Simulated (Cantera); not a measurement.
Feed: 1 mol Si, a varied amount of HF, equilibrated at 600 °C and 0.0338 Torr.

Method: chemical equilibrium by Gibbs-energy minimisation in Cantera with the NASA 1993 tables (ideal gas, pure condensed phases). Candidate condensed phases: Si; 25 gas species. The tables' values for SiF₃ are old estimates; treat these amounts as uncertain. Rates play no part.

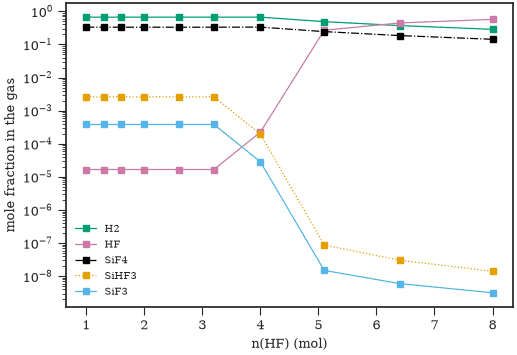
Fig. 1. Equilibrium gas composition (values under 1e-9 drawn at 1e-9)

### Question
Read off the mole fractions at 3.2 mol HF.

### Answer
H₂ about 0.67, SiF₄ about 0.33, SiHF₃ about 0.0026, SiF₃ about 0.00038, HF about 1.7e-5.
